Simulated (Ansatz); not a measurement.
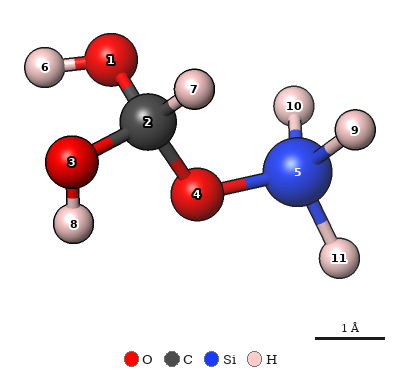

This is the input geometry for a relaxation of CH$_{6}$O$_{3}$Si (coarse preliminary run). Style: ball-and-stick. Shown at a tilt.

The start comes from a force field.

Theory: RKS PBE-D4/def2-SVP in Ansatz 0.2.0.

Input
```yaml
crystal:
  periodic: [false, false, false]
  atoms:
    - {symbol: O, position_ang: [-1.640800, 0.502100, 0.139600]}
    - {symbol: C, position_ang: [-0.633100, -0.219000, 0.637100]}
    - {symbol: O, position_ang: [-1.235800, -1.424100, 1.058800]}
    - {symbol: O, position_ang: [0.372500, -0.542700, -0.362900]}
    - {symbol: Si, position_ang: [1.408000, 0.598700, -0.809700]}
    - {symbol: H, position_ang: [-2.425700, -0.070500, 0.140700]}
    - {symbol: H, position_ang: [-0.154000, 0.284900, 1.509500]}
    - {symbol: H, position_ang: [-0.866400, -2.029900, 0.379200]}
    - {symbol: H, position_ang: [2.025900, 1.188000, 0.475200]}
    - {symbol: H, position_ang: [0.757700, 1.680800, -1.555200]}
    - {symbol: H, position_ang: [2.457000, -0.025400, -1.591700]}
basis:
  gaussian: {orbitals: def2-SVP}
hamiltonian: {xc: pbe, dispersion: d4}
relax: {f_tol: 0.03, max_steps: 200}
```

Command:
```bash
ansatz run in.yaml --threads 4 --pin off --events-out ev --progress --plain --max-ram 10444MiB
```

> Predict the outcome.

After 11 accepted moves (13 points after the start) the energy has fallen by 11.6 kcal/mol. Largest force component: 2.6 eV/Å at the start, 0.0073 eV/Å at the end. The line search rejected the trial steps at points 7, 12 of the run. The atom that moves furthest after the best rigid fit is H6 (0.84 Å). Largest moves by element: H 0.84 Å, O 0.56 Å, C 0.26 Å, Si 0.13 Å. Among the contacts that change: O4–Si5 1.605 → 1.700 Å, O1–C2 1.335 → 1.391 Å, Si5–H11 1.450 → 1.499 Å, Si5–H9 1.543 → 1.503 Å. Among the angles between lasting bonds that change: C2–O3–H8 99.2° → 105.6°, O1–C2–H7 111.8° → 105.9°, O1–C2–O3 104.5° → 109.5°. Groups turn about C2–O4 by about 40°, O1–C2 by about 35°, C2–O3 by about 30°.

Step by step:

| step | E − E(0), kcal/mol | largest force component, eV/Å | note |
| --- | --- | --- | --- |
| 0 | 0.00 | 2.5766 |  |
| 1 | -7.12 | 1.3530 |  |
| 2 | -9.45 | 0.8903 |  |
| 3 | -9.89 | 0.7060 |  |
| 4 | -10.84 | 0.3262 |  |
| 5 | -11.20 | 0.2928 |  |
| 6 | -11.25 | 0.4620 |  |
| 7 | -11.23 | 0.2763 | rejected |
| 8 | -11.57 | 0.0466 |  |
| 9 | -11.61 | 0.0691 |  |
| 10 | -11.62 | 0.0882 |  |
| 11 | -11.64 | 0.0636 |  |
| 12 | -11.64 | 0.0617 | rejected |
| 13 | -11.64 | 0.0073 |  |

The structure at the end:

```xyz
11

O    -1.3082    0.7557    0.5124
C    -0.5986   -0.4031    0.8119
O    -1.4519   -1.5018    0.7405
O     0.4738   -0.6356   -0.0844
Si    1.2903    0.6633   -0.8171
H    -1.9206    0.5064   -0.2117
H    -0.1855   -0.2517    1.8397
H    -0.9180   -2.2255    0.3605
H     1.7176    1.6810    0.2035
H     0.4747    1.3307   -1.8893
H     2.4917    0.0234   -1.4453
```

The end point in the same view:

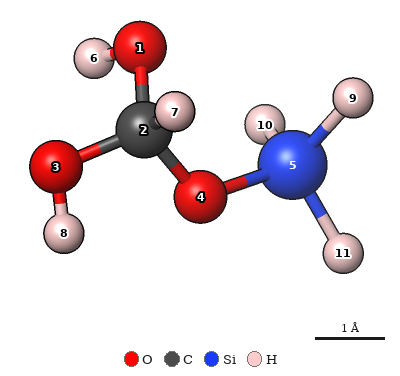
